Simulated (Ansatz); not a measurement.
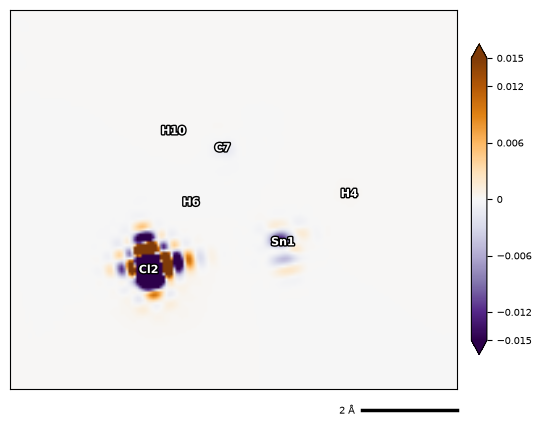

The picture shows: CH$_{7}$ClSn. The HOMO−1 on the plane of atoms H4, Sn1 and C7 (values in Å⁻³ᐟ²; the overall sign is arbitrary).

A transition-state structure; geometry: PBE0-D4/def2-TZVP; core potentials replace the inner electrons of Sn.

These are results of RKS PBE0-D4/def2-TZVPP in Ansatz 0.2.0, not measurements.

```
atom    x (Å)    y (Å)    z (Å)
  Sn  -0.7154   0.2146  -0.9845
  Cl   2.1676   0.4502  -1.0279
   H  -0.3935  -0.9853  -2.1295
   H  -2.2552  -0.1007  -0.2702
   H  -0.6142   1.8613  -1.3486
   H   1.0587   0.0390   0.1567
   C   0.2108  -0.2915   1.1223
   H  -0.2474  -1.2792   1.1785
   H  -0.3816   0.4535   1.6539
   H   1.1704  -0.3617   1.6492
```

Describe this orbital and give its energy.

Answer. Its weight (Hirshfeld) is mainly on Cl2 (about 90 %); largely a lone pair of Cl2. Its energy is −7.65 eV.
